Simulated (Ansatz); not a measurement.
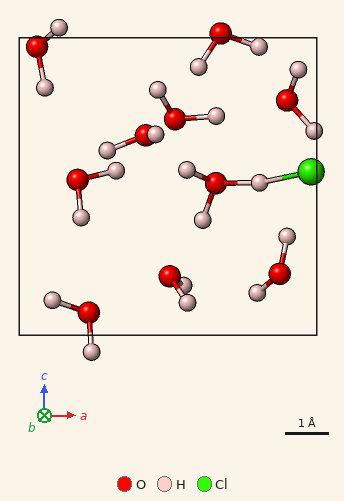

Starting frame of a dynamics run of a periodic cell with 10 H2O + 1 HCl at 1.025 g/cm³. A ball-and-stick model of the simulation cell, seen along the b axis.

All numbers below come from DFT PBE-D3(BJ), scalar-relativistic, plane waves, PAW in Ansatz.

Input
```yaml
accuracy: low
crystal:
  lattice:
    - [7.054004, 0.0, 0.0]
    - [0.0, 7.054004, 0.0]
    - [0.0, 0.0, 7.054004]
  atoms:
    - { symbol: O, position: [0.67321044, 0.12166461, 1.0100512] }
    - { symbol: H, position: [0.5992214, 0.08425286, 0.89743588] }
    - { symbol: H, position: [0.80201568, 0.1558932, 0.96472886] }
    - { symbol: O, position: [0.23002532, 0.88001615, 0.07178522] }
    - { symbol: H, position: [0.10767431, 0.82178966, 0.11334448] }
    - { symbol: H, position: [0.23924444, 0.83949655, -0.06053742] }
    - { symbol: O, position: [0.19249335, 0.52680836, 0.51804366] }
    - { symbol: H, position: [0.32187434, 0.56801787, 0.54899126] }
    - { symbol: H, position: [0.2039317, 0.47281444, 0.39135305] }
    - { symbol: O, position: [0.05599242, 0.23442186, 0.96530863] }
    - { symbol: H, position: [0.08250002, 0.20869729, 0.82762159] }
    - { symbol: H, position: [0.12993655, 0.13337944, 1.02949943] }
    - { symbol: O, position: [0.87159979, 0.7745994, 0.20218844] }
    - { symbol: H, position: [0.89624817, 0.8310697, 0.32759444] }
    - { symbol: H, position: [0.79617921, 0.87250962, 0.13803187] }
    - { symbol: O, position: [0.89635439, 0.59058654, 0.78501484] }
    - { symbol: H, position: [0.98743194, 0.56443653, 0.68234018] }
    - { symbol: H, position: [0.9343367, 0.50708843, 0.88838459] }
    - { symbol: O, position: [0.51973173, 0.65366366, 0.72195618] }
    - { symbol: H, position: [0.6584391, 0.62449796, 0.73247654] }
    - { symbol: H, position: [0.46202819, 0.57506716, 0.82062961] }
    - { symbol: O, position: [0.50190125, 0.41631653, 0.19394333] }
    - { symbol: H, position: [0.54824952, 0.54471917, 0.16285472] }
    - { symbol: H, position: [0.56153824, 0.32412766, 0.10500775] }
    - { symbol: O, position: [0.42165752, 1.02927228, 0.66770439] }
    - { symbol: H, position: [0.29240152, 1.03620223, 0.61668794] }
    - { symbol: H, position: [0.45424234, 0.89312008, 0.67071525] }
    - { symbol: O, position: [0.65723317, 0.27803263, 0.50682665] }
    - { symbol: H, position: [0.61266539, 0.33307226, 0.38283277] }
    - { symbol: H, position: [0.55979722, 0.18463893, 0.55130829] }
    - { symbol: Cl, position: [0.9771575, 0.05144375, 0.54511774] }
    - { symbol: H, position: [0.80387242, 0.18843687, 0.50827424] }
basis:
  ecutwfc: 420.0
kpoints:
  mp_grid: { grid: [1, 1, 1] }
hamiltonian:
  xc: pbe
  dispersion: d3bj
scf:
  occupations: { method: fermi_dirac, width: 0.02 }
  lower_state_search: "off"
md:
  timestep: 0.5
  n_steps: 300
  ensemble: nvt_langevin
  temperature: 500.0
  initial_velocities: maxwell_boltzmann
  seed: 653060
  friction: 0.02
```

Run as
```bash
ansatz run input.yaml --threads 1 --pin off --max-ram 3072MiB --backend cpu --events-out ev --progress --plain --runs-dir out
```

**What does the trajectory do?**

The mean temperature in the second half is 464 K (standard deviation 64 K). The potential energy is still drifting at the end, so the run hasn't reached equilibrium. The potential energy in the second half lies on average 39.1 meV per atom above the first frame. In the second half of the run the atoms are, in the root-mean-square, this far from where they began (common drift taken out): H 0.78 Å, O 0.47 Å, Cl 0.26 Å. The heavy atoms stay within a fraction of a molecule's size of their starting places, while the hydrogen atoms travel further, as molecules turn; so short a run doesn't tell a liquid from a solid. Bond changes: 2 H–O bonds form between 75 fs and 138 fs; one H–O bond breaks at about 124 fs.

Along the run (each row but the first and the last is the mean over the interval that it begins):

```tsv
time (fs)	potential energy (meV/atom)	T (K)
0.0	0.0	484
15.0	26.6	338
30.0	32.5	401
45.0	30.9	471
60.0	31.1	418
75.0	32.1	399
90.0	33.3	451
105.0	35.9	557
120.0	47.9	465
135.0	46.4	447
150.0	43.3	571
```

The paths of the atoms:

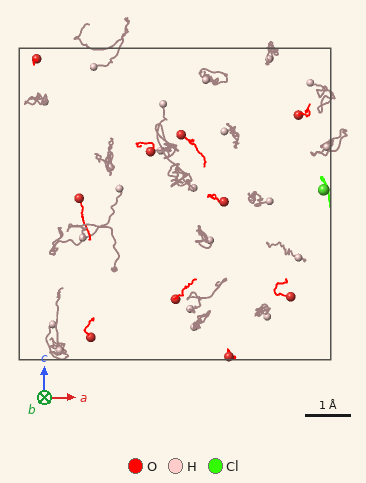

Limits of the set-up: the program's low-accuracy preset was used; the periodic images lie only 7.1 Å apart, so the values are limited by the cell's size.
